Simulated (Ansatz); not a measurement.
CaB6-type LaB6 was calculated with PBE+SOC in Ansatz (PAW).

Settings: plane-wave cutoff 520 eV, 14×14×14 k mesh, Fermi–Dirac smearing 0.05 eV, PAW data made under PBE.

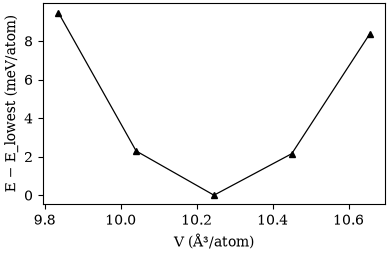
Figure. Total energy against volume

Problem. From the curve, estimate the equilibrium volume and the bulk modulus.

Solution. V0 ≈ 10.2 Å³/atom and B0 ≈ 170 GPa; the fit gives V0 = 10.246 Å³/atom, B0 = 174 GPa, B′ = 3.7.

Shape and atoms are relaxed at each volume.

Measured, for comparison: bulk modulus 164 ± 2 GPa (room temperature, not corrected to a static lattice, isothermal; as tabulated in LaB6 under pressure, Phys. Rev. B 80, 172104 (doi 10.1103/PhysRevB.80.172104)); equilibrium volume per atom 10.26 Å³/atom (296 K, not corrected to a static lattice; as tabulated in Tsubota and Kitagawa (2017), doi:10.1038/s41598-017-15766-y). Computed (rounded) less measured: bulk modulus +6 %, equilibrium volume per atom -0.1 %. A static lattice is as a rule a little smaller and stiffer than an uncorrected measurement, which narrows the difference in the bulk modulus and would widen misses of the other sign.

Note: the bulk modulus comes from volumes at which shape and atoms were relaxed.

Computing time: about 26 core-minutes (a rough figure).

Ansatz is a first-principles code.
